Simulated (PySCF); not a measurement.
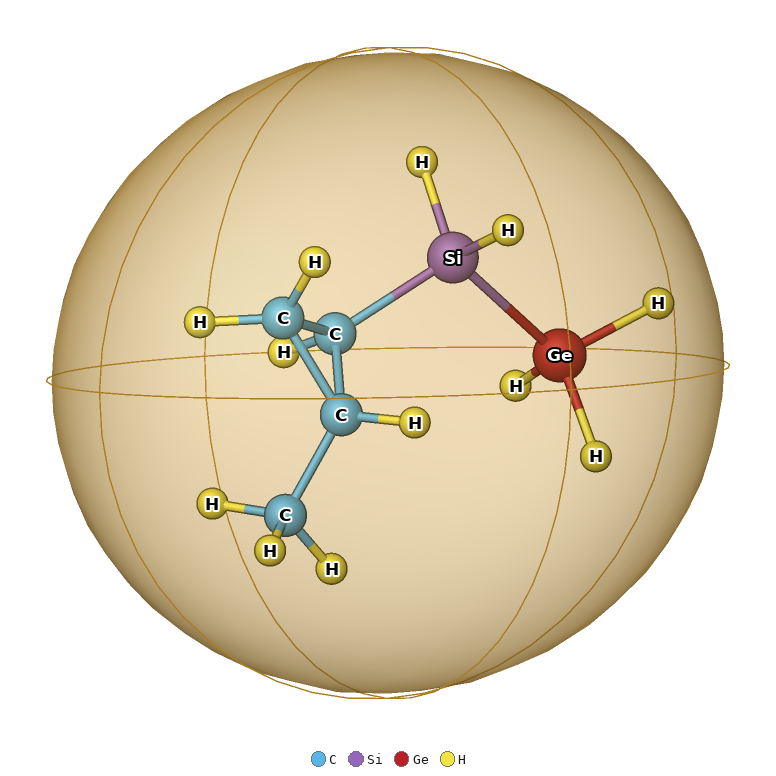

The ellipsoid shows the static dipole polarisability: its half-axes are proportional to the principal values. Computed geometry: GFN2-xTB optimisation. No frequency run is at hand to confirm it as a minimum. Level of theory: B3LYP/def2-SVPD (PySCF 2.14.0).

Give the principal values, the mean and the anisotropy.

Answer. Principal values 89.7, 107.1, 127.4 bohr³; mean 108.0 bohr³ (16.01 Å³); anisotropy 32.7 bohr³, so the longest axis is 1.42 times the shortest.

The geometry is semi-empirical. Around Ge, Si such bond lengths and angles can be off by a tenth of an ångström or more and by several degrees, and values that hang on the shape move with them.
